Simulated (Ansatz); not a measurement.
One crystal and one scan (scan of one atom of the cell) at two levels, PBE-D3(BJ) (plane waves to 420 eV, PAW, scalar-relativistic; Ansatz, a program for electronic structure) and r2SCAN+rVV10 (plane waves to 500 eV, PAW, scalar-relativistic; Ansatz), each from its own relaxed cell and on its own mesh. The cell shown is that of PBE-D3(BJ).

SnSe₂ (CdI2 type)

```yaml
crystal:
  lattice:
    - [7.68061, 0.00000, 0.00000]
    - [-1.92015, 3.32580, 0.00000]
    - [0.00000, 0.00000, 6.00399]
  atoms:
    - { symbol: Sn, position: [0.00000, 0.00000, 0.00000] }
    - { symbol: Sn, position: [0.50000, 0.00000, 0.00000] }
    - { symbol: Se, position: [0.16667, 0.66667, 0.26538] }
    - { symbol: Se, position: [0.66667, 0.66667, 0.26538] }
    - { symbol: Se, position: [0.33333, 0.33333, 0.73462] }
    - { symbol: Se, position: [0.83333, 0.33333, 0.73462] }
```

In each cell atom 1 (Sn, nearest neighbour Se at 2.730 Å; its periodic images, 3.8 Å or more away, move with it) moves by s·(-0.703, -0.406, 0.584) (towards the nearest neighbour), the rest being held.

E stands for the smeared free energy. SnSe2 was relaxed with its symmetry unable to fall. The PAW data are Ansatz's earlier set. (PBE-D3(BJ)) Left out: 2 of 11 points, with atoms too close for the PAW data. (r2SCAN+rVV10) Left out: 2 of 11 points, with atoms too close for the PAW data. As the smearing reaches across the gap at some points, energies and forces of such displacements shift with the k mesh and the smearing. Percentages come from the unrounded values.

| quantity | PBE-D3(BJ) | r2SCAN+rVV10 | PBE-D3(BJ) − r2SCAN+rVV10 |
|---|---|---|---|
| Lattice constant a (Å) | 3.840 | 3.826 | +0.014 (+0.4 %) |
| Lattice constant c (Å) | 6.004 | 6.229 | -0.225 (-3.6 %) |
| Relaxed volume (Å³/atom) | 25.56 | 26.32 | -0.76 (-2.9 %) |
| Force constant k = d²E/ds² at s = 0 (finite differences) (eV/Å²) | 8.35 | 9.10 | -0.75 (-8.2 %) |

PBE-D3(BJ) gives the higher value for: lattice constant a. PBE-D3(BJ) gives the lower value for: lattice constant c; relaxed volume; force constant k = d²E/ds² at s = 0. Both give the same shape of the curve: a single well with its minimum at or next to zero displacement. Neither level is exact: the differences show how much the result hangs on the functional.

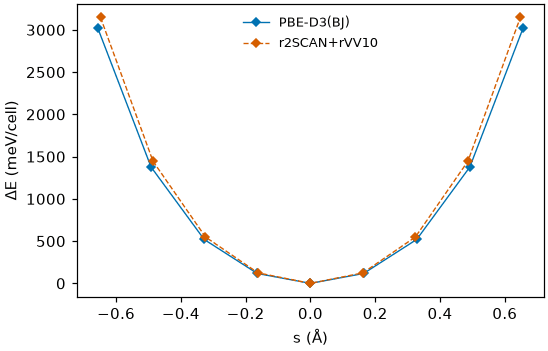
Figure. ΔE, each from the undisplaced structure of its own level.

(A displaced cell: forces are minus the slopes of the energy, force constants its curvatures, and phonons follow from these.)
